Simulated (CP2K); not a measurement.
Band structure of LaTl (Pm-3m, 2 atoms in the cell).

```xyz
2
Lattice="3.9724 0.0000 0.0000 0.0000 3.9724 0.0000 0.0000 0.0000 3.9724" Properties=species:S:1:pos:R:3 pbc="T T T"
La     0.0000     0.0000     0.0000
Tl     1.9862     1.9862     1.9862
```

Method: PBEsol, GPW, DZVP-MOLOPT-SR-GTH basis, GTH-PBE potentials (GTH_POTENTIALS) (CP2K).

Settings: CUTOFF = 500 Ry; REL_CUTOFF = 40 Ry; SMEAR/METHOD = GAUSSIAN; SIGMA = 0.1 eV; KPOINTS/SCHEME = MONKHORST-PACK 8 8 8; GAMMA_CENTERED = T; XC_FUNCTIONAL = PBE:PBESOL; La/BASIS_SET = DZVP-MOLOPT-SR-GTH-q11; La/POTENTIAL = GTH-PBE-q11; Tl/BASIS_SET = DZVP-MOLOPT-SR-GTH-q13; Tl/POTENTIAL = GTH-PBE-q13; METHOD = GPW; EPS_DEFAULT = 1e-10; EXTRAPOLATION = USE_GUESS.

The starting cell comes from a database of computed structures (which also holds hypothetical and non-ambient phases and stackings), without a prior relaxation at this level. Spin-orbit coupling is off. Values carry the incompleteness of an atom-centred basis. The potentials were made for another functional than the one used.

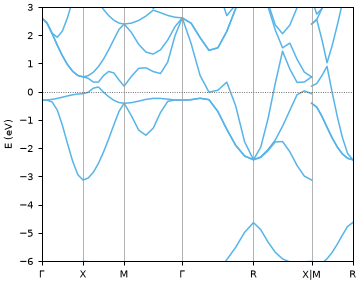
Fig. 1. Bands along the path, energies from the Fermi level.

Levels in eV from the Fermi level, bands 9 to 14:
```
point       9     10     11     12     13    14
-----  ------  -----  -----  -----  -----  ----
Γ      -11.05  -7.89  -0.30  -0.30   2.61  2.61
X      -10.98  -6.01  -3.13  -0.07   0.53  0.53
M      -10.88  -6.21  -0.41  -0.41   0.20  2.40
R      -10.88  -4.64  -2.41  -2.41  -2.41  4.23
```

Bands cross the Fermi level along this path, so the cell is metallic at this level.

Higher empty bands are left out: an atom-centred basis made for the valence describes them poorly.
